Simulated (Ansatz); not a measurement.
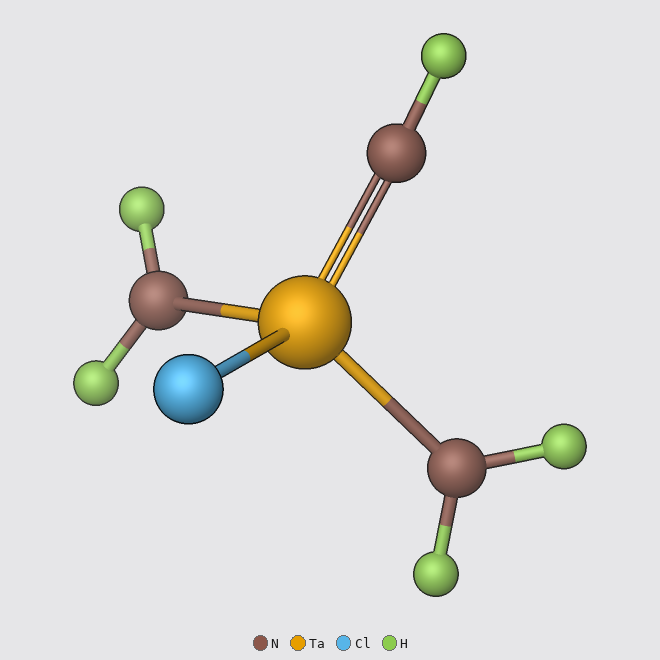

Ball-and-stick drawing of a structure. Double and triple bonds are drawn as two and three sticks.

The species is neutral and a spin singlet.

Describe the molecule.

Formula ClH5N3Ta. SMILES: `[NH]=[Ta]([NH2])([NH2])[Cl]`. This geometry has Cs symmetry. Coordination, clear cases only: 1 Ta tetrahedral; 2 N trigonal planar.

The parts below concern this one geometry. Atoms keep their numbers from picture to picture. Computed geometry: PBE0-D4/def2-TZVP optimisation.

Shape

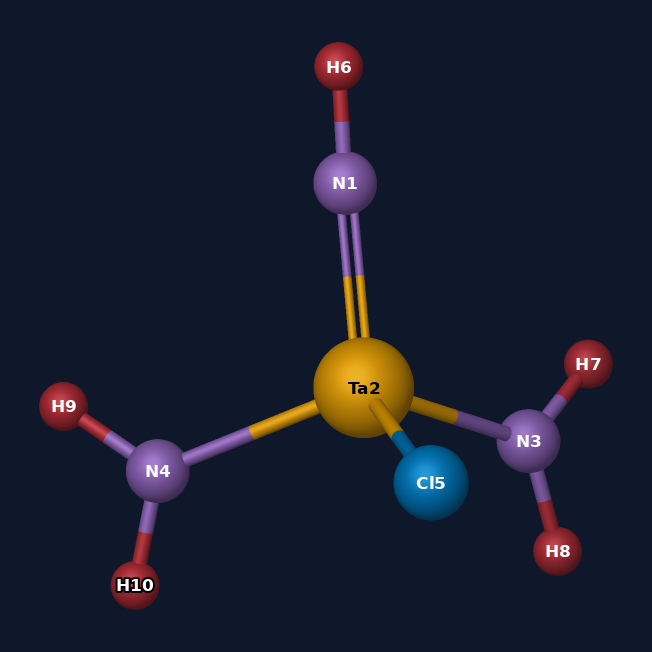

The atoms are numbered.

Estimate the angles Ta2–N1–H6, N1–Ta2–N3, N1–Ta2–Cl5, N3–Ta2–N4, N3–Ta2–Cl5, Ta2–N3–H7, Ta2–N3–H8.

```tsv
angle	degrees
Ta2–N1–H6	171.7
N1–Ta2–N3	105.6
N1–Ta2–Cl5	113.8
N3–Ta2–N4	112.0
N3–Ta2–Cl5	109.9
Ta2–N3–H7	125.6
Ta2–N3–H8	124.2
```

Levels of theory compared

Program: Ansatz 0.2.0.

Compare dipole (D), HOMO–LUMO gap (eV) at these levels: B3LYP-D4/def2-TZVPP; PBE-D4/def2-TZVPP; r2SCAN-D4/def2-TZVPP; ωB97M-V/def2-TZVPP.

```
               level  dipole (D)  HOMO–LUMO gap (eV)
 B3LYP-D4/def2-TZVPP        3.00                6.52
   PBE-D4/def2-TZVPP        3.00                4.79
r2SCAN-D4/def2-TZVPP        3.06                5.26
  ωB97M-V/def2-TZVPP        2.98               10.98
```

Thermal motion

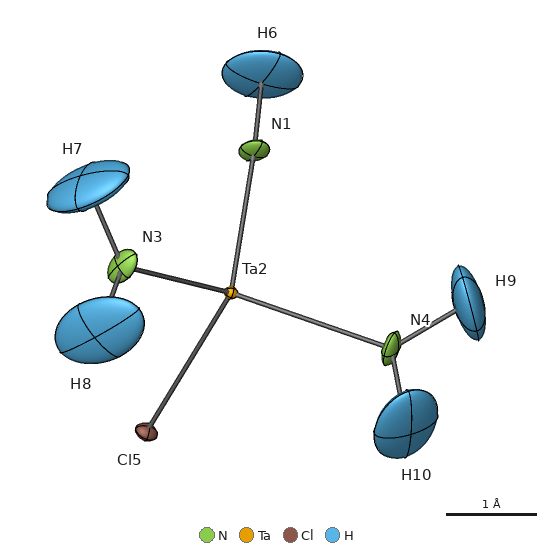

Displacement ellipsoids at the 50 % level, from the internal vibrations of the free molecule (harmonic, no overall translation or rotation; no half-axis is drawn under 0.075 Å). Vibrations computed with RKS PBE0-D4/def2-TZVP, core potentials on Ta (Ansatz 0.2.0). Temperature: 600 K.

**Which atom moves most?**

H8, H10, with U_eq = 0.0777 Å².

**Does H6 move more along its bond or across it?**

Across it: the root-mean-square amplitude is 0.079 Å along the bond and up to 0.326 Å across, since bending and torsion are softer than stretching.

Give the displacement parameters, one line for each set of equivalent atoms.

| atom | U_eq (Å²) | rms amplitudes (Å) |
| --- | --- | --- |
| N1 | 0.0114 | 0.044, 0.103, 0.147 |
| Ta2 | 0.00052 | 0.017, 0.024, 0.026 |
| N3, N4 | 0.0122 | 0.054, 0.103, 0.153 |
| Cl5 | 0.0054 | 0.057, 0.078, 0.084 |
| H6 | 0.0644 | 0.079, 0.284, 0.326 |
| H7, H9 | 0.0671 | 0.107, 0.245, 0.360 |
| H8, H10 | 0.0777 | 0.098, 0.245, 0.404 |

Charges

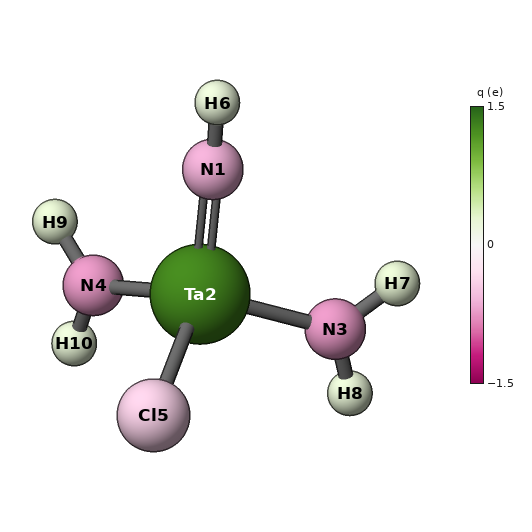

Atoms are coloured by their Mulliken charges. Level of theory: RKS PBE0-D4/def2-TZVP, core potentials on Ta (Ansatz 0.2.0).

**Which atom carries the highest charge (most positive or least negative)?**

Ta2 (1.25 e).

**And the lowest?**

N3, N4 (−0.73 e).

List the Mulliken charges.

```
atom  value (e)
  N1      −0.63
 Ta2       1.25
  N3      −0.73
  N4      −0.73
 Cl5      −0.40
  H6       0.23
  H7       0.26
  H8       0.24
  H9       0.26
 H10       0.24
```

Mulliken values depend strongly on the basis set and can even reverse the polarity of a bond.
